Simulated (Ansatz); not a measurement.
# Cadmium, simple cubic under BLYP: from relaxation to bulk modulus, part 2 of 2

What does BLYP give for cadmium in the simple cubic structure? We relax it, solve it on a dense k-mesh, then scale the cell to 7 volumes from 88 to 112 % of the relaxed one and try a fit of the equation of state. Spin polarisation is left out. The k-meshes are 11×11×11 for the relaxation; 16×16×16 for the dense run; 11×11×11 for the volumes.

Ansatz 0.2.0; DFT, BLYP, plane waves (420 eV) with PAW, scalar-relativistic.

### 7 Volume × 1.0

This is Cd in the simple cubic structure; at room conditions it is hcp.

input.yaml reads:

```yaml
crystal:
  lattice:
    - [3.1332266813, 0.0, 0.0]
    - [0.0, 3.1332266813, 0.0]
    - [0.0, 0.0, 3.1332266813]
  atoms:
    - { symbol: Cd, position: [0.0, 0.0, 0.0] }
hamiltonian:
  xc: blyp
  pseudopotentials:
    kind: paw
    azcp:
      Cd: "pseudopotentials/Cd.paw.azcp"
basis:
  ecutwfc: 420
  fft_grid_basis: typed
kpoints:
  mp_grid: { grid: [11, 11, 11], shift: [0, 0, 0] }
magnetization:
  spin_polarized: false
scf:
  occupations: { method: fermi_dirac, width: 0.1 }
  lower_state_search: "off"
output:
  stress: true
  write_density: true
  write_potential: true
  elf: true
  volumetric_format: npy
```

The log of the run, shortened:

```text
Warning: RAYON_NUM_THREADS=2 ignored (pool sized by the plan → 2); use --threads N
[...]
Pseudopotentials: kind: paw
Pseudopotential: Cd, paw, valence charge 20, recommended cutoff 420 eV (normal), <dir>
Functional definition: BLYP
[...]
Crystal: 1 atoms, lattice volume = 30.759 Å³
Basis set: ecut = 420 eV, 619 PW (Γ), exchange–correlation on 48×48×48 points (8 copies of the dense FFT grid, shifted against one another)
Bands: 14, of which v1, the nominal top of the filled ones, is band 10 counted from 1 (9 counted from 0)
Symmetry: 48 space group operations
Space group: Pm-3m (ITA 221), of the structure as read, at distance tolerance 3.1e-5 Å
k-points: 56 of 1331
[...]
SCF iter   1: F=—  HF=-8270.085188 eV  |F-HF|=—  |Δ(HF+E_count)|=         —  Δρ=4.50e-3  dr2=4.80e-3  ethr=1.77e-3  ⟨swp⟩=5.5  Hψ=4041  notcnv=0
[...]
SCF iter   6: F=-8270.085355 eV  HF=-8270.085355 eV  |F-HF|=1.63e-9  |Δ(HF+E_count)|=   1.29e-7  Δρ=1.67e-6  dr2=4.54e-10  ethr=2.97e-10  ⟨swp⟩=6.0  Hψ=4579  notcnv=0
[...]
SCF converged after 6 iterations
Free energy (F): -8270.085355 eV
[...]
E sigma→0 (E₀):  -8270.078241 eV
Entropy (-TS):   -0.014227 eV (-14.227 meV/atom)
Fermi energy:    9.382031 eV
[...]
--- Stress (GPa, compression-positive) ---
        0.005889       0.000000       0.000000
        0.000000       0.005889       0.000000
        0.000000       0.000000       0.005889
  P = ⅓ Tr σ = 0.0059 GPa (0.059 kbar)
--- Band table (eV; the first three rows and the last of 56) ---
  k-point 0: bands = ["-93.2418", "-54.2689", "-54.2689", "-54.2689", "0.2518", "0.2518", "1.2290", "1.2290", "1.2290", "2.7148", "18.1575", "18.1575", "18.1575", "21.7410"]
[...]
```

It took 0.95 s on 2 threads of an Arm CPU, shared host; peak memory 0.28 GiB.

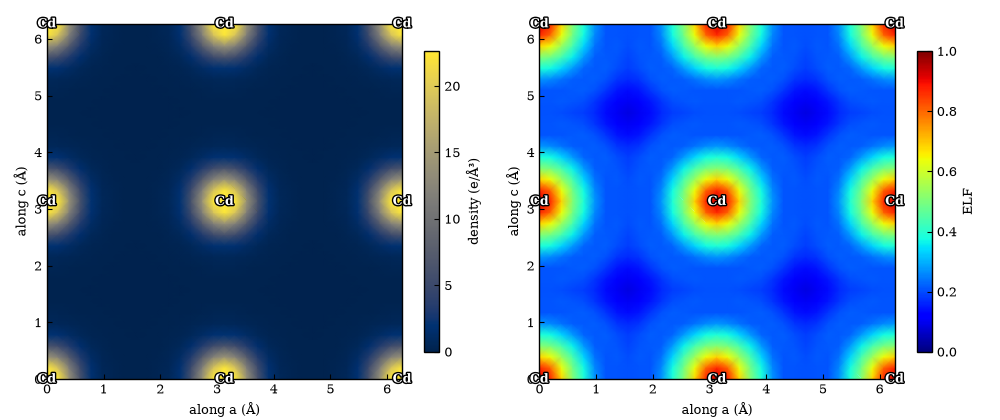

Density (left) and ELF (right) in a lattice plane of the grid's cell (edges 3.13 and 3.13 Å, at 0.000 of the third edge), which holds Cd. Only atoms in the plane are labelled; the density scale stops at 22.62 e/Å³. Both are smooth fields of the valence electrons: close to the nuclei they are not physical.

### 8 Volume × 1.04

input.yaml: that of step 7 with these lines changed.

```diff
@@ -2,5 +2,5 @@
   lattice:
-    - [3.1332266813, 0.0, 0.0]
-    - [0.0, 3.1332266813, 0.0]
-    - [0.0, 0.0, 3.1332266813]
+    - [3.1744580765, 0.0, 0.0]
+    - [0.0, 3.1744580765, 0.0]
+    - [0.0, 0.0, 3.1744580765]
   atoms:
@@ -25,5 +25 @@
   stress: true
-  write_density: true
-  write_potential: true
-  elf: true
-  volumetric_format: npy
```

The log of the run, shortened:

```text
Warning: RAYON_NUM_THREADS=2 ignored (pool sized by the plan → 2); use --threads N
[...]
[... 3 set-up lines as earlier in the session ...]
[...]
Crystal: 1 atoms, lattice volume = 31.990 Å³
Basis set: ecut = 420 eV, 619 PW (Γ), exchange–correlation on 48×48×48 points (8 copies of the dense FFT grid, shifted against one another)
Bands: 14, of which v1, the nominal top of the filled ones, is band 10 counted from 1 (9 counted from 0)
[... 1 set-up line as earlier in the session ...]
Space group: Pm-3m (ITA 221), of the structure as read, at distance tolerance 3.2e-5 Å
k-points: 56 of 1331
[...]
SCF iter   1: F=—  HF=-8270.083152 eV  |F-HF|=—  |Δ(HF+E_count)|=         —  Δρ=4.45e-3  dr2=4.76e-3  ethr=1.77e-3  ⟨swp⟩=5.6  Hψ=4043  notcnv=0
[...]
SCF iter   6: F=-8270.083315 eV  HF=-8270.083315 eV  |F-HF|=1.20e-9  |Δ(HF+E_count)|=   1.08e-7  Δρ=1.53e-6  dr2=3.87e-10  ethr=2.97e-10  ⟨swp⟩=2.0  Hψ=2649  notcnv=0
[...]
SCF converged after 6 iterations
Free energy (F): -8270.083315 eV
[...]
E sigma→0 (E₀):  -8270.076435 eV
Entropy (-TS):   -0.013759 eV (-13.759 meV/atom)
Fermi energy:    8.862375 eV
[...]
--- Stress (GPa, compression-positive) ---
       -0.509385       0.000000       0.000000
        0.000000      -0.509385       0.000000
        0.000000       0.000000      -0.509385
  P = ⅓ Tr σ = -0.5094 GPa (-5.094 kbar)
```

Wall time 0.71 s (2 threads of an Arm CPU, shared host); peak memory 0.27 GiB.

### 9 Volume × 1.08

input.yaml: that of step 8 with these lines changed.

```diff
@@ -2,5 +2,5 @@
   lattice:
-    - [3.1744580765, 0.0, 0.0]
-    - [0.0, 3.1744580765, 0.0]
-    - [0.0, 0.0, 3.1744580765]
+    - [3.2146453564, 0.0, 0.0]
+    - [0.0, 3.2146453564, 0.0]
+    - [0.0, 0.0, 3.2146453564]
   atoms:
```

The log of the run, shortened:

```text
Warning: RAYON_NUM_THREADS=2 ignored (pool sized by the plan → 2); use --threads N
[...]
[... 3 set-up lines as earlier in the session ...]
[...]
Crystal: 1 atoms, lattice volume = 33.220 Å³
Basis set: ecut = 420 eV, 619 PW (Γ), exchange–correlation on 48×48×48 points (8 copies of the dense FFT grid, shifted against one another)
Bands: 14, of which v1, the nominal top of the filled ones, is band 10 counted from 1 (9 counted from 0)
[... 2 set-up lines as earlier in the session ...]
k-points: 56 of 1331
[...]
SCF iter   1: F=—  HF=-8270.077821 eV  |F-HF|=—  |Δ(HF+E_count)|=         —  Δρ=4.43e-3  dr2=4.79e-3  ethr=1.77e-3  ⟨swp⟩=5.6  Hψ=4055  notcnv=0
[...]
SCF iter   6: F=-8270.077961 eV  HF=-8270.077961 eV  |F-HF|=6.68e-10  |Δ(HF+E_count)|=   1.59e-8  Δρ=1.01e-6  dr2=1.35e-10  ethr=3.67e-11  ⟨swp⟩=1.9  Hψ=2582  notcnv=0
[...]
SCF converged after 6 iterations
Free energy (F): -8270.077961 eV
[...]
E sigma→0 (E₀):  -8270.071118 eV
Entropy (-TS):   -0.013686 eV (-13.686 meV/atom)
Fermi energy:    8.385458 eV
[...]
--- Stress (GPa, compression-positive) ---
       -0.860718       0.000000       0.000000
       -0.000000      -0.860718       0.000000
        0.000000       0.000000      -0.860718
  P = ⅓ Tr σ = -0.8607 GPa (-8.607 kbar)
```

Run time: 0.7 s. Hardware: 2 threads of an Arm CPU, shared host; peak memory 0.27 GiB.

### 10 Volume × 1.12

input.yaml: that of step 9 with these lines changed.

```diff
@@ -2,5 +2,5 @@
   lattice:
-    - [3.2146453564, 0.0, 0.0]
-    - [0.0, 3.2146453564, 0.0]
-    - [0.0, 0.0, 3.2146453564]
+    - [3.2538522125, 0.0, 0.0]
+    - [0.0, 3.2538522125, 0.0]
+    - [0.0, 0.0, 3.2538522125]
   atoms:
```

The log of the run, shortened:

```text
Warning: RAYON_NUM_THREADS=2 ignored (pool sized by the plan → 2); use --threads N
[...]
[... 3 set-up lines as earlier in the session ...]
[...]
Crystal: 1 atoms, lattice volume = 34.450 Å³
Basis set: ecut = 420 eV, 691 PW (Γ), exchange–correlation on 48×48×48 points (8 copies of the dense FFT grid, shifted against one another)
Bands: 14, of which v1, the nominal top of the filled ones, is band 10 counted from 1 (9 counted from 0)
[... 1 set-up line as earlier in the session ...]
Space group: Pm-3m (ITA 221), of the structure as read, at distance tolerance 3.3e-5 Å
k-points: 56 of 1331
[...]
SCF iter   1: F=—  HF=-8270.070311 eV  |F-HF|=—  |Δ(HF+E_count)|=         —  Δρ=4.41e-3  dr2=4.87e-3  ethr=1.77e-3  ⟨swp⟩=5.6  Hψ=4038  notcnv=0
[...]
SCF iter   6: F=-8270.070431 eV  HF=-8270.070431 eV  |F-HF|=6.95e-10  |Δ(HF+E_count)|=   1.52e-8  Δρ=9.80e-7  dr2=1.36e-10  ethr=4.10e-11  ⟨swp⟩=1.9  Hψ=2591  notcnv=0
[...]
SCF converged after 6 iterations
Free energy (F): -8270.070431 eV
[...]
E sigma→0 (E₀):  -8270.063572 eV
Entropy (-TS):   -0.013719 eV (-13.719 meV/atom)
Fermi energy:    7.951440 eV
[...]
--- Stress (GPa, compression-positive) ---
       -1.083562      -0.000000       0.000000
        0.000000      -1.083562       0.000000
        0.000000       0.000000      -1.083562
  P = ⅓ Tr σ = -1.0836 GPa (-10.836 kbar)
```

Run time: 0.72 s. Hardware: 2 threads of an Arm CPU, shared host; peak memory 0.28 GiB.

### 11 Fitting the volumes

The cell was scaled evenly, with its shape and the fractional positions fixed.

| V (Å³/atom) | E − E₀ (meV/atom) | P from the stress (GPa) | P from the fit (GPa) |
| --- | --- | --- | --- |
| 27.068 | 30.5 | 3.01 | 3.04 |
| 28.298 | 12.5 | 1.70 | 1.74 |
| 29.529 | 3.0 | 0.72 | 0.77 |
| 30.759 | -0.1 | 0.01 | 0.05 |
| 31.990 | 1.8 | -0.51 | -0.48 |
| 33.220 | 7.1 | -0.86 | -0.86 |
| 34.450 | 14.6 | -1.08 | -1.13 |

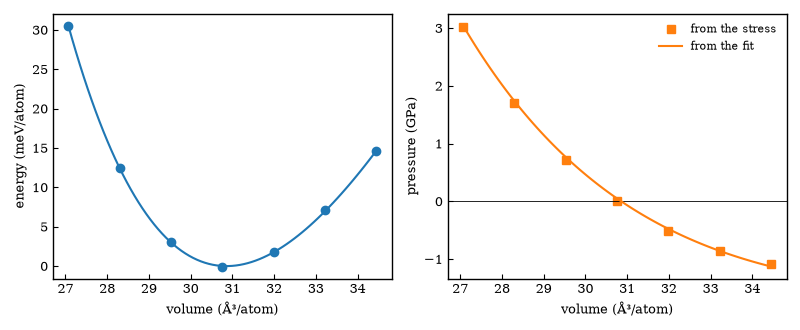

Energy and pressure against volume; the lines are the Birch-Murnaghan fit.

Fit (Birch-Murnaghan, third order): V₀ = 30.860 Å³/atom, B₀ = 15.0 GPa, B₀′ = 6.8, largest residual 0.10 meV/atom.

### 12 What came out

What follows sums up all 2 parts.

```
                      quantity                          value
space group (spins left aside)                Pm-3m (No. 221)
             conventional cell                    a = 3.133 Å
                        volume                 30.759 Å³/atom
             shortest distance                        3.133 Å
               gap on the mesh   none (levels filled in part)
               relative to hcp                   -24 meV/atom
                   V₀, B₀, B₀′  30.860 Å³/atom, 15.0 GPa, 6.8
```

What this shows: The relaxation enlarged the cell by 31.9 % in volume. Against the reference form of cadmium (hcp, computed apart with the same settings) it stands 24 meV/atom lower, so this level prefers it, against what is seen in nature. Levels at the Fermi energy are filled in part, as in a metal. The fitted modulus is 15.0 GPa, a soft solid. Relaxation kept the symmetry; phonons were not checked.
